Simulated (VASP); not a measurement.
Band structure of GeS (relaxed from the NiAs type structure, space group P6_3/mmc). Calculation: PBE GGA, VASP's PBE PAW potentials (set 64) (plane waves; VASP).

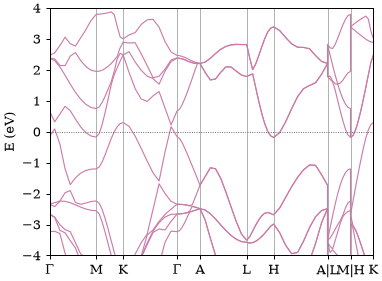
*Bands along high-symmetry lines, zero at the valence-band maximum or, without a gap, the Fermi level*

Task: Read the plot: is there a gap, and where are the band edges?

Result: It has no gap at this level: it comes out as a metal or semimetal. (Edges off the drawn lines would not show.)

The structure was generated: GeS was put into the NiAs type type (P6_3/mmc), which need not be its known phase. It was relaxed first, which changed the volume by +49 %.
